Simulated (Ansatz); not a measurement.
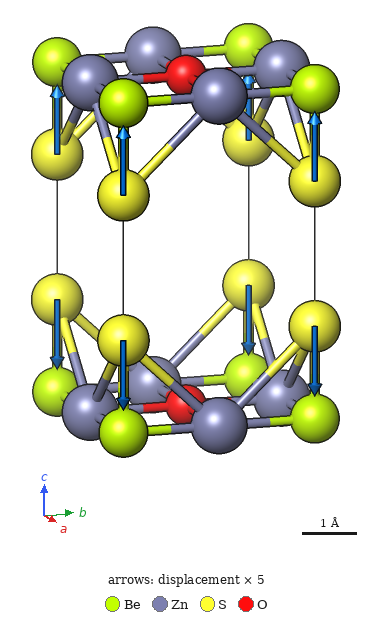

A relaxation of a crystal of BeZn$_{2}$S$_{2}$O (a generated structure, set up in P4/mmm) (coarse preliminary run). The starting structure is drawn; blue arrows show the displacements (the part carried along by the change of the cell is left out), 5 times their true length.

A ball-and-stick model of the cell of the calculation, seen slightly off an axis.

These are results of DFT PBE, scalar-relativistic, plane waves, PAW in Ansatz, not measurements.

Input
```yaml
crystal:
  lattice:
    - [3.78126547, 0.0, 0.0]
    - [0.0, 3.78126547, 0.0]
    - [0.0, 0.0, 6.30113083]
  atoms:
    - { symbol: Be, position: [0.0, 0.0, 0.0] }
    - { symbol: Zn, position: [0.0, 0.5, 0.0] }
    - { symbol: Zn, position: [0.5, 0.0, 0.0] }
    - { symbol: S, position: [0.0, 0.0, 0.72021987] }
    - { symbol: S, position: [0.0, 0.0, 0.27978013] }
    - { symbol: O, position: [0.5, 0.5, 0.0] }
basis:
  ecutwfc: 420
kpoints:
  mp_grid: { grid: [4, 4, 4] }
hamiltonian:
  xc: pbe
scf:
  occupations: { method: gaussian, width: 0.1 }
  lower_state_search: "off"
output:
  forces: true
  stress: true
  eigenvalues: true
relax:
  adjacent_minimum: "off"
  f_tol: 0.04
  max_steps: 70
  cell: { stress_tol: 0.4 }
```

Command:
```bash
ansatz run input.yaml --threads 1 --pin off --max-ram 2560MiB --backend cpu --events-out ev --progress --plain --runs-dir out
```

Q: Atoms of which element are displaced furthest, and by how much?

A: Sulfur: up to 0.27 Å, against 0.00 Å for oxygen.

Q: Describe the change and its energy.

A: After 8 accepted moves (10 points after the start) the energy has fallen by 602 meV per atom. Largest force component: 1.1 eV/Å at the start, 0.00058 eV/Å at the end. The pressure goes from 37.63 to 0.05 GPa. At 2 points the geometry stayed and the basis and grid were re-selected for the new cell (energy shift of 36.1 meV per atom at most each time). The largest moves relative to the cell, 0.27 Å, are those of S4 and S5. S4 goes along +c. O and Zn and Be stay in place. Cell: a = b 3.781 → 4.347 Å (+15.0 %), c 6.301 → 7.469 Å (+18.5 %). Volume +56.7 %. Among the contacts that change: S4–S5 2.775 → 3.832 Å, Zn2–O6 1.891 → 2.173 Å, Be1–Zn2 1.891 → 2.173 Å, Zn2–S4 2.585 → 2.834 Å. Among the angles between lasting bonds that change: Zn2–S4–Zn2 94.0° → 100.2°, S4–Zn2–S4 94.0° → 100.2°, S4–Zn2–S5 86.0° → 79.8°. The space group stays P4/mmm (No. 123).
